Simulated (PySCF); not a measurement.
**CH₃I, SMILES `CI`: what the electrons do**

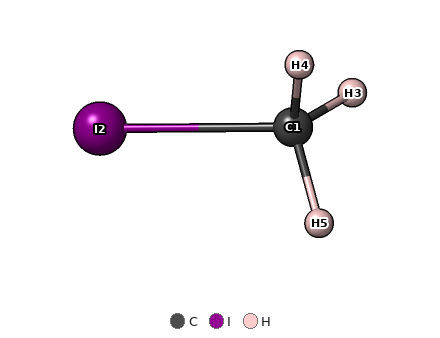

The molecule, with its atoms numbered as below. No frequency check shows the geometry to be a minimum.

Cartesian coordinates (Å):

```
C1      -1.8155    0.0000    0.0000
I2       0.3274    0.0000    0.0000
H3      -2.1537   -0.3365    0.9718
H4      -2.1537    1.0098   -0.1945
H5      -2.1537   -0.6734   -0.7773
```

### 1. Bonding charge

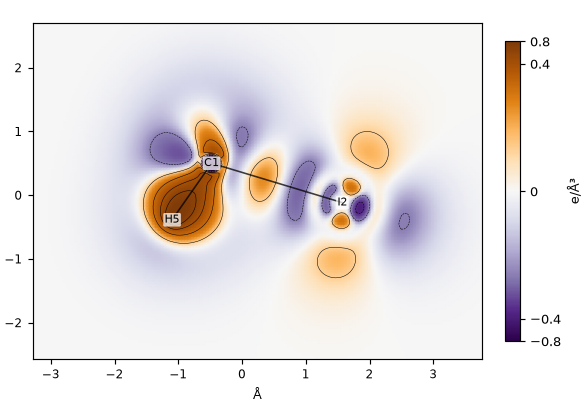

Deformation density (molecule less spherical, spin-averaged free atoms) in the plane of C1, I2 and H5; colour scale in e/Å³, logarithmic beyond ±0.1; orange: gain, purple: loss.

Method: B3LYP/def2-SVPD; geometry: GFN2-xTB; program: PySCF. Core potentials replace the inner electrons of I; spin–orbit coupling isn't included.

**Describe the bonding that the map shows.**

C1–H5: +0.72 e/Å³ at the bond critical point (bond length 1.08 Å). C1–I2: +0.07 e/Å³ at the bond critical point (bond length 2.14 Å). In all, 1.1 electrons gather in the regions of gain relative to the promolecule. A small or negative value marks a very polar bond, one between electron-rich atoms, whose free-atom densities already overlap strongly, a long bond to a heavier atom, or a closed-shell contact such as a hydrogen bond.

**Where do the Hirshfeld charges lie?**

The highest Hirshfeld charge is on H3, H4 and H5 (+0.05 e), the lowest on C1 (−0.10 e).

### 2. Local ionisation energy

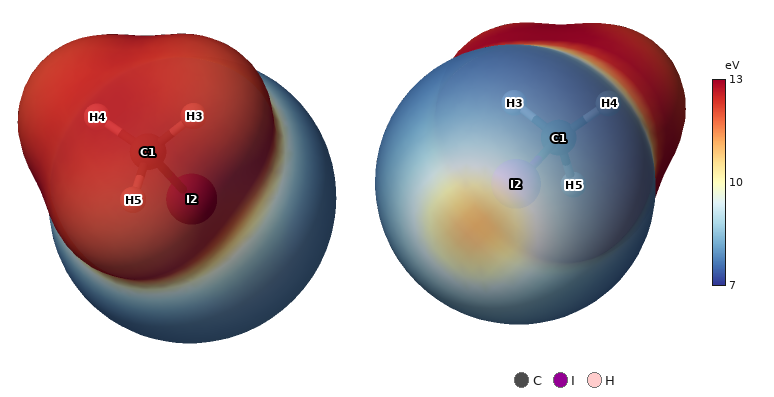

Average local ionisation energy on the surface of electron density 0.001 a.u. (back view left, front view right).

**Locate the minima of the map.**

The lowest value is 7.6 eV, 2.5 Å from I2, and at like points elsewhere. Further minima include 12.2 eV, 1.3 Å from H3, and at like points elsewhere. For comparison, the highest occupied orbital lies at −7.1 eV.

### 3. In an electric field

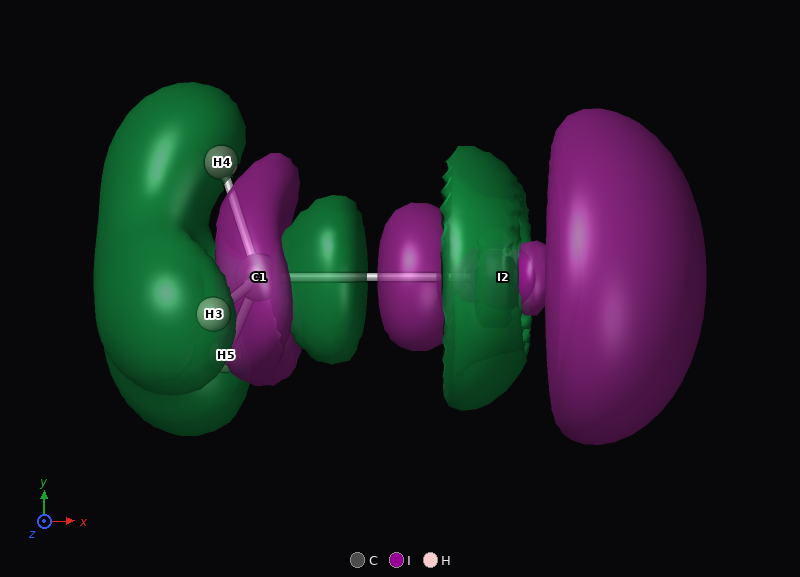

Change of the electron density in a uniform field of 0.21 V/Å, surfaces at ±0.0015 e/Å³ (green: gain, purple: loss).

Computed with PySCF, B3LYP/def2-SVPD, geometry: GFN2-xTB. Core potentials replace the inner electrons of I; spin–orbit coupling isn't included.

**Along which Cartesian direction does the field point?**

Along +x: electrons gather on the −x side, against the field.

**How large is the response?**

The induced dipole is 0.61 D (along the field); α along this axis, from the fields in both directions, is 60 bohr³ (8.9 Å³).

**Which atoms gain and lose the most charge?**

Electrons gather most on C1 (Hirshfeld charge changes by −0.009 e) and leave I2 most (+0.028 e); 0.048 electrons are displaced in all.
